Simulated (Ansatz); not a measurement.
# NaLaF4 (P1): the host for defect calculations, part 2 of 4

Aim: the runs on the perfect crystal NaLaF4 (P1) that a defect calculation needs first.

Ansatz 0.2.0; plane-wave PAW DFT, PBEsol; relaxation of the host's cell and atoms (the session's first sound run).

So far: Set-up; Host cell relaxation.

## 3. Dielectric tensors of the host

The response to a uniform electric field gives the electronic dielectric tensor.

This step: plane-wave PAW DFPT, PBEsol; dielectric tensors, Born charges and zone-centre modes of the host (Ansatz 0.2.0).

eps/input.yaml

```yaml
crystal:
  lattice:
    - [6.1563558578, 0.0035245614, -0.0009741865]
    - [3.0595562102, 6.5231958895, 0.0343020618]
    - [3.0715334378, 2.0984465551, 6.1883534162]
  atoms:
    - { symbol: Na, position: [0.6664753466, 0.4849078479, 0.1638403378] }
    - { symbol: Na, position: [0.6630740386, 0.008598753, 0.6782940303] }
    - { symbol: Na, position: [0.3295473852, 0.4388551313, 0.8979043268] }
    - { symbol: La, position: [0.0037216757, 0.0063635139, 0.9895426037] }
    - { symbol: La, position: [0.9968590184, 0.5065118185, 0.4974994158] }
    - { symbol: La, position: [0.3361742642, 0.9307218462, 0.3989459147] }
    - { symbol: F, position: [0.5897904343, 0.7184965016, 0.6515625037] }
    - { symbol: F, position: [0.5950384273, 0.1767006424, 0.1877317931] }
    - { symbol: F, position: [0.3700102287, 0.0157621555, 0.0215674212] }
    - { symbol: F, position: [0.3667043817, 0.5512579833, 0.4911113121] }
    - { symbol: F, position: [0.0364956354, 0.2876621596, 0.3073611996] }
    - { symbol: F, position: [0.0451131446, 0.8281307653, 0.7601830957] }
    - { symbol: F, position: [0.2587600188, 0.6319354837, 0.122012744] }
    - { symbol: F, position: [0.2804817456, 0.1378263893, 0.6168952746] }
    - { symbol: F, position: [0.7527767217, 0.2505206226, 0.738239731] }
    - { symbol: F, position: [0.7554396249, 0.7401818402, 0.2230177059] }
    - { symbol: F, position: [0.9818739908, 0.3889180203, 0.8770951334] }
    - { symbol: F, position: [0.9716629175, 0.8966475251, 0.3771924567] }
basis:
  ecutwfc: 420
hamiltonian:
  xc: pbesol
kpoints:
  mp_grid: { grid: [5, 4, 4] }
scf:
  occupations: { method: fixed }
  max_iter: 100
phonons:
  method: dfpt
  dielectric: true
  rigid_motions: translations
```

Launch:

```bash
> ansatz run input.yaml --threads 4 --pin off --max-ram 7536MiB --backend cpu --events-out ev --progress --plain --runs-dir out
```

Numbers of over 12 decimals in the logs are rounded to 6 here.

What it wrote:

```text
[...]
Crystal: 18 atoms, lattice volume = 248.023 Å³
Basis set: ecut = 420 eV, 4831 PW (Γ), exchange–correlation on 90×100×100 points (8 copies of the dense FFT grid, shifted against one another)
Bands: 90, of which v1, the nominal top of the filled ones, is band 72 counted from 1 (71 counted from 0)
Symmetry: 1 space group operations
k-points: 42 of 80 (time reversal used)
[...]
SCF iter   1: F=—  HF=-32549.756734 eV  |F-HF|=—  |Δ(HF+E_count)|=         —  Δρ=1.41e-2  dr2=3.16e-1  ethr=1.77e-3  ⟨swp⟩=3.0  Hψ=11822  notcnv=0  defer=63
[...]
SCF iter  12: F=-32549.671848 eV  HF=-32549.671848 eV  |F-HF|=2.91e-11  |Δ(HF+E_count)|=  1.42e-10  Δρ=7.52e-8  dr2=1.57e-11  ethr=1.00e-12  ⟨swp⟩=12.0  Hψ=21751  notcnv=0
SCF 1 converged in 12 iterations: F = -32549.671848 eV  dr2 = 1.57e-11
[...]
NSCF: frozen V_eff on 4 k-points
DFPT response loops at Γ: preconditioner auto → none (the input reference at scf.mixing.eps_inf says where Resta's filter doesn't serve); β = 0.50; Broyden in place of MSR1
SCF converged after 12 iterations
Free energy (F): -32549.671848 eV
[...]
Internal energy: -32549.671848 eV  (E = F + TS)
E sigma→0 (E₀):  -32549.671848 eV
Fermi energy:    3.812545 eV
[...]
--- Band table (eV; the first three rows and the last of 42) ---
[...]
[... further k-points left out ...]
--- Phonons (Γ-DFPT): 54 representative perturbations + reference, on 42 of 80 k-points (Σ response iterations 264) ---
  k mesh reduced under 1 symmetry operation, with k and −k counted as one. Each operation leaves every solved perturbation unchanged. A smaller set is not used because the run's symmetry group and k mesh have no further operation
  ASR residual: 8.407e-5 → 0.000e0 eV/Å²; symmetrization residual: 2.804e-6 eV/Å²
  ASR residual per site (eV/Å²): 8.41e-5 3.13e-5 4.97e-5 4.33e-5 4.95e-5 4.88e-5 2.00e-5 1.19e-5 2.15e-5 3.54e-5 5.24e-5 1.88e-5 1.82e-5 3.18e-5 2.39e-5 3.62e-5 2.09e-5 4.99e-5
  Γ frequencies (cm⁻¹): 0.00 0.00 0.00 73.80 77.70 80.26 102.22 107.99 116.91 121.48 131.66 135.74 146.88 149.19 154.83 158.58 164.16 170.82 176.65 179.60 186.50 191.46 201.14 202.36 210.80 220.21 220.94 226.13 228.14 236.05 238.13 239.45 241.02 244.25 247.77 [...]
  ε∞ (high-frequency dielectric tensor):
        2.472299    -0.001637    -0.000675
       -0.001637     2.501476    -0.048097
       -0.000675    -0.048097     2.530874
  ε⁰ (static dielectric tensor: ions relaxed, cell fixed):
        9.071314     0.017894    -0.158167
        0.017894    10.985957    -3.185254
       -0.158167    -3.185254    13.512138
  ε⁰ − ε∞ (ionic part):
        6.599015     0.019531    -0.157491
        0.019531     8.484481    -3.137157
       -0.157491    -3.137157    10.981264
  softest optical mode at Γ: 73.80 cm⁻¹; the repairs (sum rule, projections) moved no ω² at Γ by more than (1.89 cm⁻¹)²
  Born effective charges Z* (e; rows j = field, columns β = displacement):
    site 0:
         1.17385   -0.00988    0.01957
        -0.02553    1.21203    0.10618
         0.00217    0.08732    1.05578
    site 1:
         1.24785    0.01130   -0.02150
         0.02400    1.05995    0.10618
        -0.00989    0.12487    1.07642
    site 2:
         1.10340   -0.00186   -0.00272
         0.00091    1.15614   -0.04835
         0.00236   -0.04842    1.18514
    site 3:
         3.63778   -0.10432    0.06842
        -0.07578    3.65778   -0.26450
         0.18729   -0.30412    4.35383
    site 4:
         3.62085    0.02598   -0.12001
         0.14821    4.13044   -0.47180
        -0.12768   -0.43069    3.90934
    site 5:
         4.00316    0.07604    0.05351
        -0.09206    3.87010    0.07695
        -0.07076    0.07488    3.81238
    site 6:
        -1.40889    0.53157   -0.07303
         0.54150   -1.28950   -0.03373
        -0.07770   -0.03828   -1.06785
    site 7:
        -1.41852    0.08678    0.54336
         0.07684   -1.16495   -0.05884
         0.56366   -0.06247   -1.19372
    site 8:
        -1.63155   -0.09160   -0.33190
        -0.08229   -0.72351   -0.06247
        -0.33251   -0.05071   -1.41781
    site 9:
        -1.60922   -0.36925    0.06913
        -0.36510   -1.33226    0.15890
         0.06427    0.13862   -0.80612
    site 10:
        -0.95039    0.00949   -0.22687
[...]
site 11:
[...]
site 12:
[...]
site 13:
[...]
site 14:
[...]
site 15:
[...]
site 16:
[...]
site 17:
[...]
Z* charge neutrality: 1.495e-5 e pre-enforcement
  k-mesh period / interband length: 28.9 Å / 0.93 Å = 31.18 at k = (0.0000, 0.0000, 0.0000), direct gap 6.592 eV — 14 or more, which is no proof of convergence
  optical modes at Γ without the LO–TO term, one row a degenerate level:
      ω (cm⁻¹)  modes    IR ((D/Å)²/amu)
[...]
optical modes at Γ + LO–TO along q̂ = [1.0000, 0.0000, 0.0000]:
      ω (cm⁻¹)  modes    IR ((D/Å)²/amu)
[...]
optical modes at Γ + LO–TO along q̂ = [0.0000, 1.0000, 0.0000]:
      ω (cm⁻¹)  modes    IR ((D/Å)²/amu)
[...]
optical modes at Γ + LO–TO along q̂ = [0.0000, 0.0000, 1.0000]:
      ω (cm⁻¹)  modes    IR ((D/Å)²/amu)
[...]
292.06      1             0.8209
        295.48      1             0.2487
        296.33      1             0.8643
        303.09      1             0.5859
        309.34      1             0.3617
        317.04      1             0.4604
        323.09      1             0.0336
        324.37      1             0.8443
        354.39      1             0.0461
        398.39      1             0.0007
        414.88      1             3.1578
        424.69      1            34.0274
```

Wall time 24 min (4 threads of Intel Xeon 6975P-C (Granite Rapids), shared host); peak memory 4.1 GiB; 1.5 h of CPU time.

Electronic dielectric tensor:

```
 2.47  0.00  0.00
 0.00  2.50 -0.05
 0.00 -0.05  2.53
```

Static dielectric tensor:

```
 9.07  0.02 -0.16
 0.02 10.99 -3.19
-0.16 -3.19 13.51
```

The principal values of the electronic dielectric tensor are 2.47, 2.47 and 2.57. The principal values of the static dielectric tensor are 8.80, 9.09 and 15.68.

## 4. Primitive cell on a dense mesh

A dense mesh gives the host's converged energy, against which the supercell's sampling is tested.

This step: plane-wave PAW DFT, PBEsol; single point of the host's primitive cell on a dense mesh (Ansatz 0.2.0).

dense/input.yaml, as its differences from eps/input.yaml of step 3:

```diff
@@ -26,2 +26,3 @@
   ecutwfc: 420
+  xc_grid: 2
 hamiltonian:
@@ -29,9 +30,5 @@
 kpoints:
-  mp_grid: { grid: [5, 4, 4] }
+  mp_grid: { grid: [5, 5, 5] }
 scf:
-  occupations: { method: fixed }
-  max_iter: 100
-phonons:
-  method: dfpt
-  dielectric: true
-  rigid_motions: translations
+  occupations: { method: fermi_dirac, width: 0.01 }
+  max_iter: 80
```

What it wrote:

```text
[...]
Crystal: 18 atoms, lattice volume = 248.023 Å³
Basis set: ecut = 420 eV, 4831 PW (Γ), exchange–correlation on 90×100×100 points (8 copies of the dense FFT grid, shifted against one another)
Bands: 90, of which v1, the nominal top of the filled ones, is band 72 counted from 1 (71 counted from 0)
Symmetry: 1 space group operations
[...]
k-points: 63 of 125 (time reversal used)
[...]
SCF iter   1: F=—  HF=-32549.756723 eV  |F-HF|=—  |Δ(HF+E_count)|=         —  Δρ=1.41e-2  dr2=3.15e-1  ethr=1.77e-3  ⟨swp⟩=5.4  Hψ=18721  notcnv=0
[...]
SCF iter   8: F=-32549.671877 eV  HF=-32549.671877 eV  |F-HF|=2.11e-8  |Δ(HF+E_count)|=   2.34e-7  Δρ=5.30e-6  dr2=5.54e-8  ethr=1.72e-10  ⟨swp⟩=3.0  Hψ=11781  notcnv=0
SCF 1 converged in 8 iterations: F = -32549.671877 eV  dr2 = 5.54e-8
[...]
SCF converged after 8 iterations
Free energy (F): -32549.671877 eV
[...]
Internal energy: -32549.671877 eV  (E = F + TS)
E sigma→0 (E₀):  -32549.671877 eV
Fermi energy:    7.092495 eV
[...]
```

The job ended after 16 s (4 threads; peak memory 1.4 GiB).

## 5. Self-consistent run

This step: plane-wave PAW DFT, PBEsol; single point of the defect-free supercell, a test of its k-points (Ansatz 0.2.0).

System of this step: NaLaF4 (P1). The cell holds 72 atoms: 12 Na, 12 La and 48 F. Its edges and angles: a = 10.630 Å, b = 9.770 Å, c = 9.759 Å, α = 101.8°, β = 90.2°, γ = 90.0°.

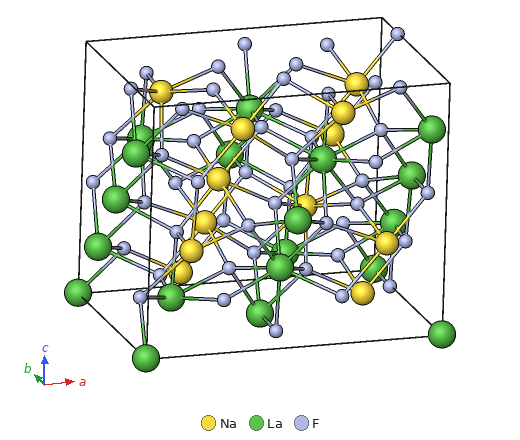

The cell of this step (sodium yellow, lanthanum green, fluorine light blue). Bonds to atoms that aren't drawn are left out. Some periodic images of atoms are drawn too.

pristine.sampling/input.yaml

```yaml
crystal:
  lattice:
    - [-0.0252662097, 8.6181178832, 6.2236296645]
    - [6.1683330854, -4.421224773, 6.1530771679]
    - [6.1443786301, 4.4282738958, -6.1550255408]
  atoms:
    - { symbol: Na, position: [0.3243740929, 0.4151578422, 0.5756915972] }
    - { symbol: Na, position: [0.3243740929, 0.9151578422, 0.0756915972] }
    - { symbol: Na, position: [0.8243740929, 0.4151578422, 0.0756915972] }
    - { symbol: Na, position: [0.8243740929, 0.9151578422, 0.5756915972] }
    - { symbol: Na, position: [0.3434463916, 0.1706840344, 0.8358363958] }
    - { symbol: Na, position: [0.3434463916, 0.6706840344, 0.3358363958] }
    - { symbol: Na, position: [0.8434463916, 0.1706840344, 0.3358363958] }
    - { symbol: Na, position: [0.8434463916, 0.6706840344, 0.8358363958] }
    - { symbol: Na, position: [0.1683797291, 0.113725856, 0.3842012583] }
    - { symbol: Na, position: [0.1683797291, 0.613725856, 0.8842012583] }
    - { symbol: Na, position: [0.6683797291, 0.113725856, 0.8842012583] }
    - { symbol: Na, position: [0.6683797291, 0.613725856, 0.3842012583] }
    - { symbol: La, position: [0.4979530588, 0.4966321397, 0.0050425948] }
    - { symbol: La, position: [0.4979530588, 0.9966321397, 0.5050425948] }
    - { symbol: La, position: [0.9979530588, 0.4966321397, 0.5050425948] }
    - { symbol: La, position: [0.9979530588, 0.9966321397, 0.0050425948] }
    - { symbol: La, position: [0.0020056172, 0.2471792171, 0.7516854185] }
    - { symbol: La, position: [0.0020056172, 0.7471792171, 0.2516854185] }
    - { symbol: La, position: [0.5020056172, 0.2471792171, 0.2516854185] }
    - { symbol: La, position: [0.5020056172, 0.7471792171, 0.7516854185] }
    - { symbol: La, position: [0.1648338804, 0.3675600895, 0.1334480552] }
    - { symbol: La, position: [0.1648338804, 0.8675600895, 0.6334480552] }
    - { symbol: La, position: [0.6648338804, 0.3675600895, 0.6334480552] }
    - { symbol: La, position: [0.6648338804, 0.8675600895, 0.1334480552] }
    - { symbol: F, position: [0.1850295026, 0.120676469, 0.6541434679] }
    - { symbol: F, position: [0.1850295026, 0.620676469, 0.1541434679] }
    - { symbol: F, position: [0.6850295026, 0.120676469, 0.1541434679] }
    - { symbol: F, position: [0.6850295026, 0.620676469, 0.6541434679] }
    - { symbol: F, position: [0.1822162178, 0.3913851102, 0.3858695349] }
    - { symbol: F, position: [0.1822162178, 0.8913851102, 0.8858695349] }
    - { symbol: F, position: [0.6822162178, 0.3913851102, 0.8858695349] }
    - { symbol: F, position: [0.6822162178, 0.8913851102, 0.3858695349] }
    - { symbol: F, position: [0.0186647884, 0.1957888249, 0.1928861921] }
    - { symbol: F, position: [0.0186647884, 0.6957888249, 0.6928861921] }
    - { symbol: F, position: [0.5186647884, 0.1957888249, 0.6928861921] }
    - { symbol: F, position: [0.5186647884, 0.6957888249, 0.1928861921] }
    - { symbol: F, position: [0.0211846477, 0.4289078469, 0.9589811825] }
    - { symbol: F, position: [0.0211846477, 0.9289078469, 0.4589811825] }
    - { symbol: F, position: [0.5211846477, 0.4289078469, 0.4589811825] }
    - { symbol: F, position: [0.5211846477, 0.9289078469, 0.9589811825] }
    - { symbol: F, position: [0.2975116796, 0.1719284175, 0.1620788975] }
    - { symbol: F, position: [0.2975116796, 0.6719284175, 0.6620788975] }
    - { symbol: F, position: [0.7975116796, 0.1719284175, 0.6620788975] }
    - { symbol: F, position: [0.7975116796, 0.6719284175, 0.1620788975] }
    - { symbol: F, position: [0.2941569305, 0.4026481201, 0.9366219549] }
    - { symbol: F, position: [0.2941569305, 0.9026481201, 0.4366219549] }
    - { symbol: F, position: [0.7941569305, 0.4026481201, 0.4366219549] }
    - { symbol: F, position: [0.7941569305, 0.9026481201, 0.9366219549] }
    - { symbol: F, position: [0.3769741138, 0.1903863814, 0.4453477513] }
    - { symbol: F, position: [0.3769741138, 0.6903863814, 0.9453477513] }
    - { symbol: F, position: [0.8769741138, 0.1903863814, 0.9453477513] }
    - { symbol: F, position: [0.8769741138, 0.6903863814, 0.4453477513] }
    - { symbol: F, position: [0.377360832, 0.4486885101, 0.2091540674] }
    - { symbol: F, position: [0.377360832, 0.9486885101, 0.7091540674] }
    - { symbol: F, position: [0.877360832, 0.4486885101, 0.7091540674] }
    - { symbol: F, position: [0.877360832, 0.9486885101, 0.2091540674] }
    - { symbol: F, position: [0.4943801768, 0.2455082264, 1.0016486721] }
    - { symbol: F, position: [0.4943801768, 0.7455082264, 0.5016486721] }
    - { symbol: F, position: [0.9943801768, 0.2455082264, 0.5016486721] }
    - { symbol: F, position: [0.9943801768, 0.7455082264, 1.0016486721] }
    - { symbol: F, position: [0.4815997731, 0.4892286654, 0.7478107326] }
    - { symbol: F, position: [0.4815997731, 0.9892286654, 0.2478107326] }
    - { symbol: F, position: [0.9815997731, 0.4892286654, 0.2478107326] }
    - { symbol: F, position: [0.9815997731, 0.9892286654, 0.7478107326] }
    - { symbol: F, position: [0.1330065768, 0.4294845621, 0.6853960056] }
    - { symbol: F, position: [0.1330065768, 0.9294845621, 0.1853960056] }
    - { symbol: F, position: [0.6330065768, 0.4294845621, 0.1853960056] }
    - { symbol: F, position: [0.6330065768, 0.9294845621, 0.6853960056] }
    - { symbol: F, position: [0.1369199909, 0.1744276871, 0.9341552213] }
    - { symbol: F, position: [0.1369199909, 0.6744276871, 0.4341552213] }
    - { symbol: F, position: [0.6369199909, 0.1744276871, 0.4341552213] }
    - { symbol: F, position: [0.6369199909, 0.6744276871, 0.9341552213] }
basis:
  ecutwfc: 420
  xc_grid: 2
hamiltonian:
  xc: pbesol
kpoints:
  mp_grid: { grid: [1, 1, 1], shift: [0.25, 0.25, 0.25] }
scf:
  occupations: { method: fermi_dirac, width: 0.01 }
  max_iter: 80
```

What it wrote:

```text
[...]
Crystal: 72 atoms, lattice volume = 992.090 Å³
Basis set: ecut = 420 eV, 19377 PW (Γ), exchange–correlation on 144×144×144 points (8 copies of the dense FFT grid, shifted against one another)
Bands: 360, of which v1, the nominal top of the filled ones, is band 288 counted from 1 (287 counted from 0)
Symmetry: 4 space group operations
[...]
k-points: 1
[...]
SCF iter   1: F=—  HF=-130199.026460 eV  |F-HF|=—  |Δ(HF+E_count)|=         —  Δρ=1.43e-2  dr2=1.29e0  ethr=1.77e-3  ⟨swp⟩=4.0  Hψ=1304  notcnv=0
[...]
SCF iter   3: F=—  HF=-130198.684528 eV  |F-HF|=—  |Δ(HF+E_count)|=   3.98e-3  Δρ=9.98e-4  dr2=8.45e-3  ethr=6.98e-6  ⟨swp⟩=4.0  Hψ=735  notcnv=0
automatic band count: iteration 3 solves 351 bands in place of 360: the levels show a gap, and the empty bands left out lie too high to hold charge; the band table lists the bands solved (type scf.n_extra_bands for more)
SCF iter   4: F=—  HF=-130198.687165 eV  |F-HF|=—  |Δ(HF+E_count)|=   2.64e-3  Δρ=2.64e-4  dr2=5.35e-4  ethr=1.47e-6  ⟨swp⟩=5.0  Hψ=750  notcnv=0
[...]
SCF iter   8: F=-130198.688694 eV  HF=-130198.688694 eV  |F-HF|=1.76e-8  |Δ(HF+E_count)|=   1.06e-6  Δρ=4.01e-6  dr2=1.30e-7  ethr=1.72e-10  ⟨swp⟩=3.0  Hψ=727  notcnv=0
SCF 1 converged in 8 iterations: F = -130198.688694 eV  dr2 = 1.30e-7
[...]
SCF converged after 8 iterations
Free energy (F): -130198.688694 eV
[...]
Internal energy: -130198.688694 eV  (E = F + TS)
E sigma→0 (E₀):  -130198.688694 eV
Fermi energy:    7.088103 eV
[...]
```

It took 8.6 s on 4 threads; peak memory 2 GiB; 32 s of CPU time.

Numbers from this step:

```
energy over dense mesh : -1.65e-5 eV/atom
```

(Continued in part 3 of 4.)

[Logs are printed without paths, hosts, clocks, repeated set-up lines and the standing remarks that a program may print on its own settings, such as how far it seeks lower states.]

[Hosts, paths, dates, database ids (printed as entryN), source tags and the programs' standing remarks are cut or masked in the printed files.]

[Runs of the host that timed out are not shown.]

[For some hosts the program warned that the k-mesh of the response run may be too coarse for force constants and the static dielectric constant; such warnings are not always shown.]
